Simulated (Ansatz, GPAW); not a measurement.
# Work function of a 9-layer slab of Ni(100) at several levels, part 2 of 3

Wanted: work functions and dipole of a 9-layer slab of Ni(100), with the cost of each level.

GPAW 26.7.0 and Ansatz 0.2.0; Ansatz plane waves; slab in vacuum with a dipole correction, relaxation (the session's first sound run).

So far: Set-up; Relaxing the atoms.

**2. Relaxing the atoms (continued)**

The valence density, planar mean (density) oscillates, so the rows of the table below give means over windows of 1.81 Å about each position, cut where the curve ends. Its maxima inside the range that stand out by 2 % of the span (Å: e/Å³): 7.9: 3.84, 9.7: 3.98, 11.6: 3.93, 13.2: 3.90, 15.0: 3.98, 16.9: 3.90, 18.5: 3.93, 20.3: 3.98, 22.0: 3.94. Its minima: 8.9: 0.366, 10.6: 0.371, 12.4: 0.363, 14.2: 0.368, 15.9: 0.368, 17.7: 0.363, 19.5: 0.361, 21.2: 0.404.

The valence density, planar mean by z; means over each step:

```csv
z (Å),density (e/Å³),rho spin (e/Å³)
2.71,4.2e-6,-6.5e-7
4.52,4.4e-4,-3.9e-5
6.33,0.0475,-8.8e-5
8.14,1.60,0.0647
9.95,1.62,0.0580
11.76,1.62,0.0571
13.57,1.62,0.0558
15.38,1.63,0.0565
17.20,1.63,0.0564
19.00,1.63,0.0575
20.81,1.71,0.0622
22.62,1.34,0.0578
24.43,0.00672,-3.4e-4
26.24,6.6e-5,-7.9e-6
```

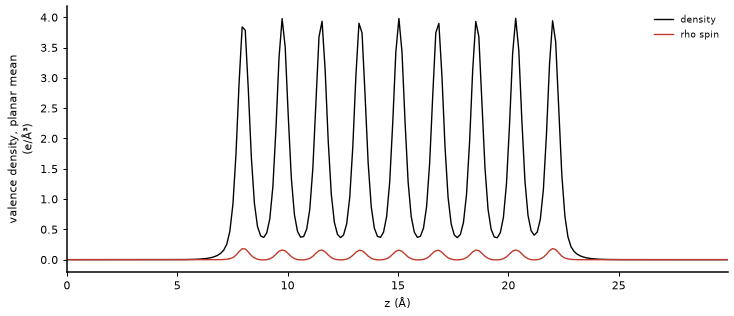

Valence density, planar mean against z.

Site moment by atom:

```csv
atom,site moment (μB)
Ni1,0.767
Ni2,0.687
Ni3,0.676
Ni4,0.659
Ni5,0.665
Ni6,0.659
Ni7,0.673
Ni8,0.689
Ni9,0.763
```

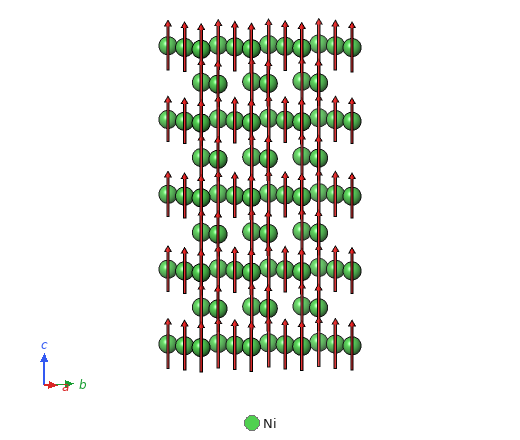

Site moment as arrows, the longest 0.767 μB. Up and down stand for the sign. Arrows give size and sign along the axis of quantisation, drawn up and down the page. 2×3×1 cells are drawn. Some periodic images of atoms are drawn too.

The relaxation lowered the energy of the cell by 0.0106 eV.

**3. Plane waves, PBE**

With the geometry fixed, the planar mean of the potential gives the vacuum level on each side.

This step: GPAW, PAW setups; slab in vacuum (GPAW 26.7.0).

Contents of run.py:

```python
import json
import numpy as np
from ase import Atoms
from gpaw import GPAW, PW

slab = Atoms(
    ['Ni', 'Ni', 'Ni', 'Ni', 'Ni', 'Ni', 'Ni', 'Ni', 'Ni'],
    positions=[
        [0.00000, 0.00000, 8.00000],
        [1.24451, 1.24451, 9.76000],
        [0.00000, 0.00000, 11.52000],
        [1.24451, 1.24451, 13.28000],
        [0.00000, 0.00000, 15.04003],
        [1.24451, 1.24451, 16.79949],
        [-0.00000, 0.00000, 18.56064],
        [1.24451, 1.24451, 20.33500],
        [-0.00000, 0.00000, 22.02973]],
    cell=[[2.48902, 0.0, 0.0], [0.0, 2.48902, 0.0], [0.0, 0.0, 30.08]],
    pbc=[True, True, False],
    magmoms=[0.7, 0.7, 0.7, 0.7, 0.7, 0.7, 0.7, 0.7, 0.7])

slab.calc = GPAW(mode=PW(400), xc='PBE', kpts={'size': (13, 13, 1), 'gamma': True},
                 occupations={'name': 'fermi-dirac', 'width': 0.1}, nbands='160%',
                 convergence={'density': 1e-05}, maxiter=200,
                 poissonsolver={'dipolelayer': 'xy'},
                 symmetry={'tolerance': 1e-3}, txt='slab.txt')
result = {}
energy = slab.get_potential_energy()
fermi = slab.calc.get_fermi_level()
v = slab.calc.get_electrostatic_potential().mean((0, 1)) - fermi
n = slab.calc.get_pseudo_density().mean((0, 1))
L = slab.cell[2, 2]
z = np.arange(len(v)) * L / len(v)
low, high = slab.positions[:, 2].min(), slab.positions[:, 2].max()
below, above = np.interp([low - 5.8, high + 5.8], z, v)
slopes = [np.interp(x, z, np.gradient(v, z)) for x in (low - 5.8, high + 5.8)]
eps = np.array([[slab.calc.get_eigenvalues(k, s) for k in range(len(slab.calc.get_ibz_k_points()))]
                for s in range(slab.calc.get_number_of_spins())]) - fermi
top, bottom = eps[eps < 0].max(), eps[eps > 0].min()
dipole = slab.get_dipole_moment()[2]
print(f'energy {energy:.4f} eV, Fermi level {fermi:.4f} eV, dipole {dipole:.5f} e A')
print(f'potential 5.8 A off the faces, from the Fermi level: lower {below:.4f} eV, upper {above:.4f} eV')
print(f'slope of the potential there: lower {slopes[0]:.5f}, upper {slopes[1]:.5f} eV/A')
print(f'nearest levels on the mesh: {top:.4f} and {bottom:.4f} eV')
print('magnetic moment', round(slab.get_magnetic_moment(), 3))
result.update(energy=energy, fermi=fermi, dipole=dipole, below=below, above=above, slopes=slopes, edges=[top, bottom],
              z=z.tolist(), v=v.tolist(), n=n.tolist(), positions=slab.positions.tolist(),
              forces=slab.get_forces(apply_constraint=False).tolist(), moments=slab.get_magnetic_moments().tolist())
json.dump(result, open('result.json', 'w'))
```

Run with:

```
$ OMP_NUM_THREADS=1 OPENBLAS_NUM_THREADS=1 python run.py
```

Numbers of over 12 decimals in the logs are rounded to 6 here.

The program printed:

```text
energy -63.4822 eV, Fermi level 2.2116 eV, dipole 0.00016 e A
potential 5.8 A off the faces, from the Fermi level: lower 4.9427 eV, upper 4.9403 eV
slope of the potential there: lower -0.00001, upper 0.00005 eV/A
nearest levels on the mesh: -0.0057 and 0.0042 eV
magnetic moment 5.929
```

The job ended after 30 min (1 thread of AMD EPYC 7R13 (Zen 3), shared host; peak memory 0.59 GiB).

This step gave:

```
dipole along the normal                    : 1.60e-4 e·Å
levels nearest the Fermi level on the mesh : -0.005724, 0.004154 eV from the Fermi level
upper work function                        : 4.940 eV
lower work function                        : 4.943 eV
sum of the site moments                    : 6.276 μB
```

The electrostatic potential energy of an electron (without an applied field's), less the Fermi level, planar mean oscillates, so the rows of the table below give means over windows of 1.72 Å about each position, cut where the curve ends. Its maxima inside the range that stand out by 2 % of the span (Å: eV): 8.9: -2.16, 10.6: -2.24, 12.4: -2.30, 14.2: -2.24, 15.9: -2.25, 17.7: -2.28, 19.4: -2.10, 21.2: -2.85. Its minima: 7.9: -15.6, 9.8: -15.9, 11.5: -15.9, 13.3: -15.8, 15.0: -15.9, 16.8: -15.8, 18.6: -15.9, 20.3: -15.9, 22.0: -15.8.

Electrostatic potential energy of an electron (without an applied field's), less the Fermi level, planar mean against z; means over each step:

```csv
z (Å),"electrostatic potential energy of an electron (without an applied field's), less the Fermi level, planar mean (eV)"
0.86,4.94
2.58,4.94
4.30,4.94
6.02,4.43
7.74,-7.50
9.46,-8.60
11.18,-8.61
12.90,-8.59
14.62,-8.57
16.34,-8.55
18.06,-8.50
19.78,-8.42
21.50,-8.90
23.22,1.13
24.94,4.89
26.66,4.94
28.38,4.94
```

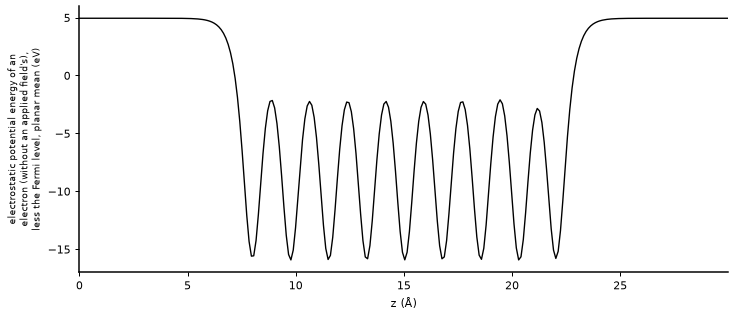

Electrostatic potential energy of an electron (without an applied field's), less the Fermi level, planar mean, plotted against z.

The pseudo valence density, planar mean oscillates, so the rows of the table below give means over windows of 1.72 Å about each position, cut where the curve ends. Its maxima inside the range that stand out by 2 % of the span (Å: e/Å³): 7.9: 3.28, 9.7: 3.17, 11.6: 3.20, 13.3: 3.31, 15.0: 3.35, 16.8: 3.31, 18.5: 3.20, 20.4: 3.23, 22.1: 3.12. Its minima: 8.8: 0.381, 10.7: 0.390, 12.5: 0.376, 14.2: 0.370, 15.9: 0.370, 17.6: 0.376, 19.6: 0.382, 21.3: 0.429.

Pseudo valence density, planar mean against z; means over each step:

```csv
z (Å),"pseudo valence density, planar mean (e/Å³)"
4.30,2.3e-4
6.02,0.0192
7.74,1.41
9.46,1.49
11.18,1.48
12.90,1.48
14.62,1.48
16.34,1.47
18.06,1.47
19.78,1.45
21.50,1.52
23.22,0.253
24.94,0.00177
26.66,2.2e-5
```

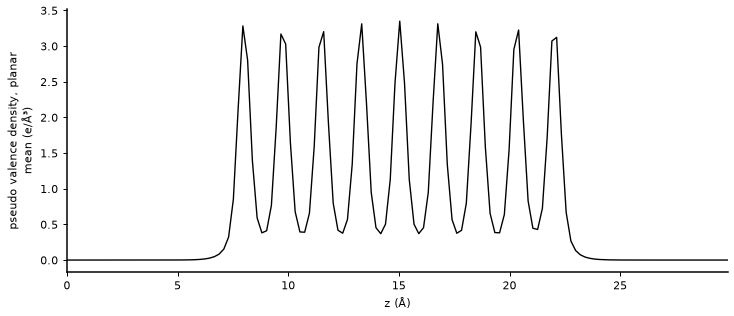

Pseudo valence density, planar mean against z.

Force by atom:

```csv
atom,x (eV/Å),y (eV/Å),z (eV/Å),size
Ni1,0.000,0.000,0.262,0.262
Ni2,0.000,0.000,-0.372,0.372
Ni3,0.000,0.000,0.026,0.026
Ni4,0.000,0.000,0.015,0.015
Ni5,0.000,0.000,-0.002,0.002
Ni6,0.000,0.000,0.003,0.003
Ni7,0.000,0.000,0.003,0.003
Ni8,0.000,0.000,-0.031,0.031
Ni9,0.000,0.000,0.094,0.094
```

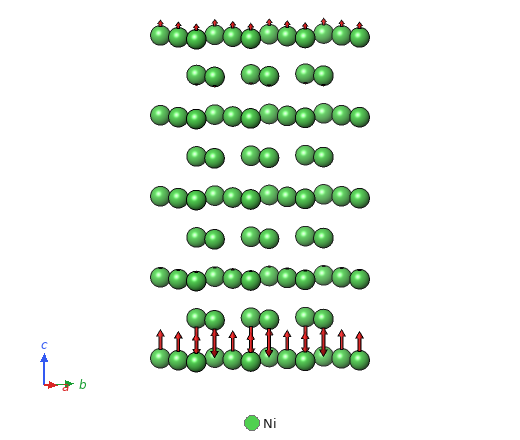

Force as arrows, the longest 0.372 eV/Å. 2×3×1 cells are drawn. Some periodic images of atoms are drawn too.

The potential is flat to 5.3e-5 eV/Å where it is read, so the vacuum is wide enough. The geometry is the other program's minimum; here the largest force on a free atom is 0.094 eV/Å.

**4. Self-consistent run: xc = "RPBE"**

The same geometry under RPBE, to see how far the functional moves the levels against the vacuum.

run.py, as its differences from that of step 3:

```diff
@@ -21,3 +21,3 @@
 
-slab.calc = GPAW(mode=PW(400), xc='PBE', kpts={'size': (13, 13, 1), 'gamma': True},
+slab.calc = GPAW(mode=PW(400), xc='RPBE', kpts={'size': (13, 13, 1), 'gamma': True},
                  occupations={'name': 'fermi-dirac', 'width': 0.1}, nbands='160%',
```

The program printed:

```text
energy -59.1832 eV, Fermi level 2.3708 eV, dipole 0.00014 e A
potential 5.8 A off the faces, from the Fermi level: lower 4.7759 eV, upper 4.7741 eV
slope of the potential there: lower -0.00001, upper 0.00005 eV/A
nearest levels on the mesh: -0.0008 and 0.0008 eV
magnetic moment 5.963
```

Run time: 29 min. Hardware: 1 thread; peak memory 0.59 GiB.

This step gave:

- dipole along the normal: 1.37e-4 e·Å
- levels nearest the Fermi level on the mesh: -8.13e-4, 7.87e-4 eV from the Fermi level
- upper work function: 4.774 eV
- lower work function: 4.776 eV
- sum of the site moments: 6.340 μB

The electrostatic potential energy of an electron (without an applied field's), less the Fermi level, planar mean oscillates, so the rows of the table below give means over windows of 1.72 Å about each position, cut where the curve ends. Its maxima inside the range that stand out by 2 % of the span (Å: eV): 8.9: -2.33, 10.6: -2.41, 12.4: -2.46, 14.2: -2.41, 15.9: -2.42, 17.7: -2.44, 19.4: -2.27, 21.2: -3.02. Its minima: 7.9: -15.7, 9.8: -16.1, 11.5: -16.0, 13.3: -16.0, 15.0: -16.1, 16.8: -16.0, 18.6: -16.0, 20.3: -16.1, 22.0: -15.9.

Electrostatic potential energy of an electron (without an applied field's), less the Fermi level, planar mean against z; means over each step:

```csv
z (Å),"electrostatic potential energy of an electron (without an applied field's), less the Fermi level, planar mean (eV)"
0.86,4.78
2.58,4.78
4.30,4.77
6.02,4.25
7.74,-7.65
9.46,-8.75
11.18,-8.77
12.90,-8.74
14.62,-8.72
16.34,-8.70
18.06,-8.66
19.78,-8.57
21.50,-9.05
23.22,0.961
24.94,4.72
26.66,4.77
28.38,4.77
```

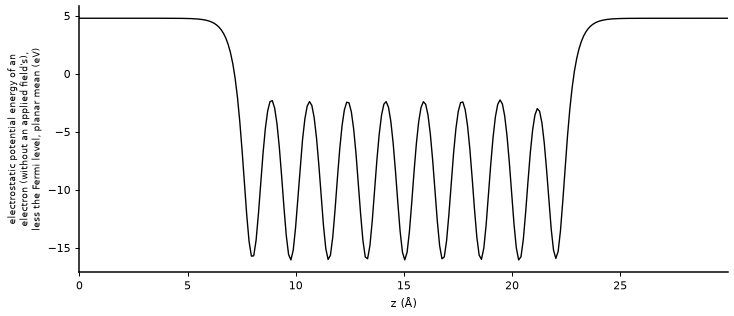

Electrostatic potential energy of an electron (without an applied field's), less the Fermi level, planar mean, plotted against z.

The pseudo valence density, planar mean oscillates, so the rows of the table below give means over windows of 1.72 Å about each position, cut where the curve ends. Its maxima inside the range that stand out by 2 % of the span (Å: e/Å³): 7.9: 3.28, 9.7: 3.17, 11.6: 3.20, 13.3: 3.31, 15.0: 3.35, 16.8: 3.31, 18.5: 3.20, 20.4: 3.23, 22.1: 3.12. Its minima: 8.8: 0.381, 10.7: 0.390, 12.5: 0.376, 14.2: 0.369, 15.9: 0.369, 17.6: 0.375, 19.6: 0.381, 21.3: 0.428.

The pseudo valence density, planar mean by z; means over each step:

```csv
z (Å),"pseudo valence density, planar mean (e/Å³)"
4.30,2.5e-4
6.02,0.0191
7.74,1.41
9.46,1.49
11.18,1.48
12.90,1.48
14.62,1.48
16.34,1.47
18.06,1.47
19.78,1.45
21.50,1.52
23.22,0.252
24.94,0.00178
26.66,2.5e-5
```

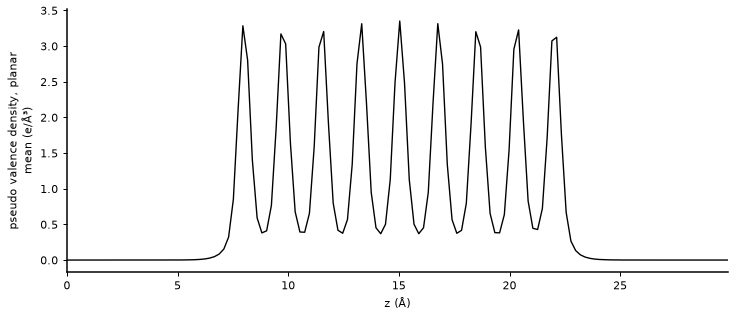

Pseudo valence density, planar mean against z.

Force by atom:

```csv
atom,x (eV/Å),y (eV/Å),z (eV/Å),size
Ni1,0.000,0.000,0.023,0.023
Ni2,0.000,0.000,-0.370,0.370
Ni3,0.000,0.000,0.027,0.027
Ni4,0.000,0.000,0.015,0.015
Ni5,0.000,0.000,-0.002,0.002
Ni6,0.000,0.000,0.003,0.003
Ni7,0.000,0.000,0.007,0.007
Ni8,0.000,0.000,-0.057,0.057
Ni9,0.000,0.000,0.354,0.354
```

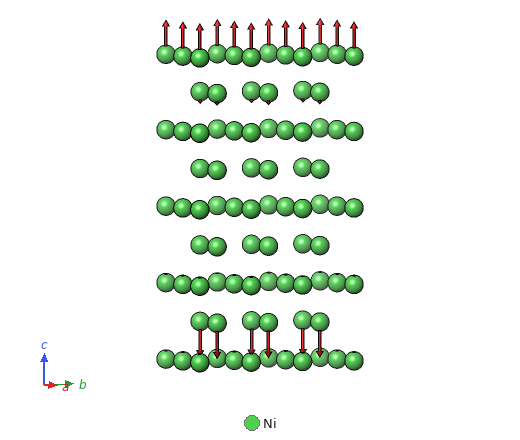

Force as arrows, the longest 0.370 eV/Å. 2×3×1 cells are drawn. Some periodic images of atoms are drawn too.

The upper face's work function is 4.774 eV, against 4.940 eV in the first plane-wave PBE run at this geometry.

**5. Self-consistent run: xc = "revPBE"**

The same geometry under revPBE, to see how far the functional moves the levels against the vacuum.

run.py, as its differences from that of step 4:

```diff
@@ -21,3 +21,3 @@
 
-slab.calc = GPAW(mode=PW(400), xc='RPBE', kpts={'size': (13, 13, 1), 'gamma': True},
+slab.calc = GPAW(mode=PW(400), xc='revPBE', kpts={'size': (13, 13, 1), 'gamma': True},
                  occupations={'name': 'fermi-dirac', 'width': 0.1}, nbands='160%',
```

The program printed:

```text
energy -59.9974 eV, Fermi level 2.3368 eV, dipole 0.00013 e A
potential 5.8 A off the faces, from the Fermi level: lower 4.7985 eV, upper 4.7969 eV
slope of the potential there: lower -0.00002, upper 0.00011 eV/A
nearest levels on the mesh: -0.0010 and 0.0003 eV
magnetic moment 5.953
```

The job ended after 35 min (1 thread; peak memory 0.59 GiB).

This step gave:

```yaml
dipole_along_the_normal: 1.27e-4 e·Å
levels_nearest_the_fermi_level_on_the_mesh: -0.001025, 3.36e-4 eV from the Fermi level
upper_work_function: 4.797 eV
lower_work_function: 4.799 eV
sum_of_the_site_moments: 6.323 μB
```

The electrostatic potential energy of an electron (without an applied field's), less the Fermi level, planar mean oscillates, so the rows of the table below give means over windows of 1.72 Å about each position, cut where the curve ends. Its maxima inside the range that stand out by 2 % of the span (Å: eV): 8.9: -2.28, 10.6: -2.36, 12.4: -2.42, 14.2: -2.36, 15.9: -2.37, 17.7: -2.40, 19.4: -2.22, 21.2: -2.97. Its minima: 7.9: -15.7, 9.8: -16.0, 11.5: -16.0, 13.3: -15.9, 15.0: -16.0, 16.8: -15.9, 18.6: -16.0, 20.3: -16.0, 22.0: -15.9.

Table of electrostatic potential energy of an electron (without an applied field's), less the Fermi level, planar mean by z; means over each step:

```csv
z (Å),"electrostatic potential energy of an electron (without an applied field's), less the Fermi level, planar mean (eV)"
0.86,4.80
2.58,4.80
4.30,4.79
6.02,4.29
7.74,-7.61
9.46,-8.71
11.18,-8.72
12.90,-8.70
14.62,-8.68
16.34,-8.66
18.06,-8.61
19.78,-8.53
21.50,-9.01
23.22,1.00
24.94,4.75
26.66,4.80
28.38,4.80
```

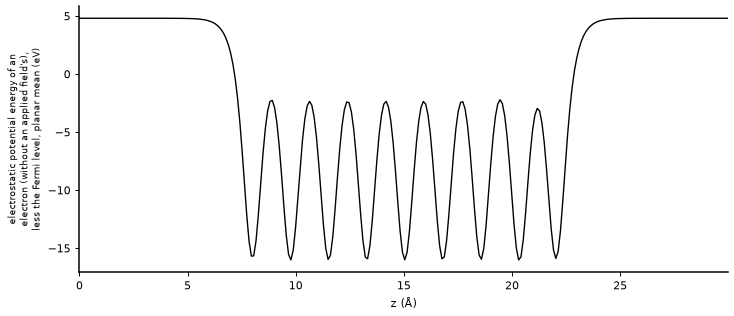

Electrostatic potential energy of an electron (without an applied field's), less the Fermi level, planar mean against z.

The upper face's work function is 4.797 eV, against 4.940 eV in the first plane-wave PBE run at this geometry.

**6. OptPBE vdW: xc = "optPBE-vdW"**

The same geometry under optPBE-vdW, to see how far the functional moves the levels against the vacuum (the van der Waals functionals take revPBE setups).

run.py, as its differences from that of step 5:

```diff
@@ -21,3 +21,3 @@
 
-slab.calc = GPAW(mode=PW(400), xc='revPBE', kpts={'size': (13, 13, 1), 'gamma': True},
+slab.calc = GPAW(mode=PW(400), xc='optPBE-vdW', kpts={'size': (13, 13, 1), 'gamma': True},
                  occupations={'name': 'fermi-dirac', 'width': 0.1}, nbands='160%',
```

The program printed:

```text
energy -155.2639 eV, Fermi level 2.1217 eV, dipole 0.00010 e A
potential 5.8 A off the faces, from the Fermi level: lower 5.1052 eV, upper 5.1044 eV
slope of the potential there: lower -0.00008, upper 0.00011 eV/A
nearest levels on the mesh: -0.0052 and 0.0019 eV
magnetic moment 5.729
```

It took 32 min on 1 thread; peak memory 0.71 GiB.

This step gave:

| Item | Value |
| --- | --- |
| dipole along the normal | 1.04e-4 e·Å |
| levels nearest the Fermi level on the mesh | -0.005211, 0.001910 eV from the Fermi level |
| upper work function | 5.104 eV |
| lower work function | 5.105 eV |
| sum of the site moments | 6.039 μB |

The upper face's work function is 5.104 eV, against 4.940 eV in the first plane-wave PBE run at this geometry.

**7. Self-consistent run: xc = "vdW-DF2"**

The same geometry under vdW-DF2, to see how far the functional moves the levels against the vacuum (the van der Waals functionals take revPBE setups).

run.py, as its differences from that of step 6:

```diff
@@ -21,3 +21,3 @@
 
-slab.calc = GPAW(mode=PW(400), xc='optPBE-vdW', kpts={'size': (13, 13, 1), 'gamma': True},
+slab.calc = GPAW(mode=PW(400), xc='vdW-DF2', kpts={'size': (13, 13, 1), 'gamma': True},
                  occupations={'name': 'fermi-dirac', 'width': 0.1}, nbands='160%',
```

The program printed:

```text
energy -545.9425 eV, Fermi level 2.0784 eV, dipole 0.00013 e A
potential 5.8 A off the faces, from the Fermi level: lower 5.2923 eV, upper 5.2910 eV
slope of the potential there: lower -0.00004, upper 0.00013 eV/A
nearest levels on the mesh: -0.0002 and 0.0003 eV
magnetic moment 5.559
```

Wall time 36 min (1 thread); peak memory 0.71 GiB.

Numbers from this step:

```
dipole along the normal                    : 1.25e-4 e·Å
levels nearest the Fermi level on the mesh : -2.08e-4, 3.00e-4 eV from the Fermi level
upper work function                        : 5.291 eV
lower work function                        : 5.292 eV
sum of the site moments                    : 5.879 μB
```

The electrostatic potential energy of an electron (without an applied field's), less the Fermi level, planar mean oscillates, so the rows of the table below give means over windows of 1.72 Å about each position, cut where the curve ends. Its maxima inside the range that stand out by 2 % of the span (Å: eV): 8.9: -2.31, 10.6: -2.40, 12.4: -2.45, 14.2: -2.40, 15.9: -2.40, 17.7: -2.43, 19.4: -2.26, 21.2: -2.98. Its minima: 7.9: -15.5, 9.8: -15.9, 11.5: -15.9, 13.3: -15.8, 15.0: -15.9, 16.8: -15.8, 18.6: -15.8, 20.3: -15.9, 22.0: -15.7.

Table of electrostatic potential energy of an electron (without an applied field's), less the Fermi level, planar mean by z; means over each step:

```csv
z (Å),"electrostatic potential energy of an electron (without an applied field's), less the Fermi level, planar mean (eV)"
0.86,5.29
2.58,5.29
4.30,5.28
6.02,4.70
7.74,-7.41
9.46,-8.65
11.18,-8.68
12.90,-8.65
14.62,-8.63
16.34,-8.61
18.06,-8.57
19.78,-8.48
21.50,-8.93
23.22,1.31
24.94,5.23
26.66,5.29
28.38,5.29
```

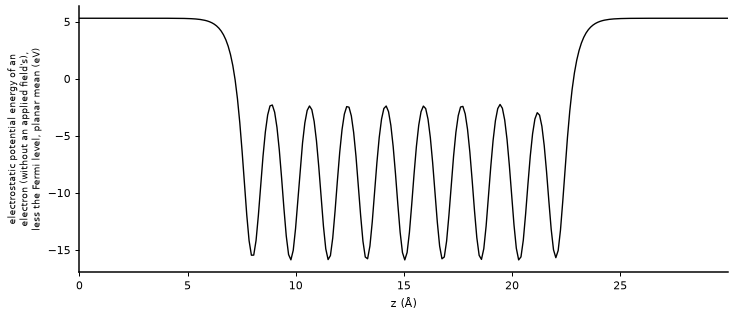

Electrostatic potential energy of an electron (without an applied field's), less the Fermi level, planar mean, plotted against z.

The upper face's work function is 5.291 eV, against 4.940 eV in the first plane-wave PBE run at this geometry.

[end of part 2 of 3]

[Logs are printed without paths, hosts, clocks, repeated set-up lines and the standing remarks that a program may print on its own settings, such as how far it seeks lower states.]

[Hosts, paths, dates, database ids (printed as entryN), source tags and the programs' standing remarks are cut or masked in the printed files.]
